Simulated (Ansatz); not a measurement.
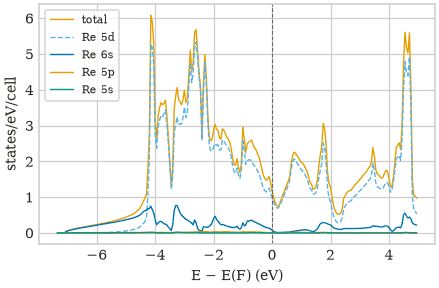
Fig. 1. Total and projected density of states of Re (diamond, Fd-3m), r²SCAN (plane waves, PAW; program Ansatz)

Q: Which orbitals carry the states next to the Fermi level?

A: Within 0.5 eV of the Fermi level: Re 5d 83 %, Re 6s 8 %, outside the projected shells 8 %. Projections are on Löwdin-orthogonalised atomic valence shells; empty p or d shells of many metals are not among them.

Q: Where is the tallest occupied peak in this window, and what makes it?

A: Near -4.1 eV, about 6.1 states/eV per cell; the largest projected share is Re 5d.

The start of the workflow was typed in or built on a structure type; neither database checked (COD, Materials Project) lists it. It is not the phase usual at ambient conditions (space group No. 194). The r²SCAN relaxation kept the symmetry of its start. At this level the phase is mechanically unstable. The run is not spin-polarised. Spin–orbit coupling is left out wherever it is not named.

Potentials: the earlier of the program's two PAW sets.
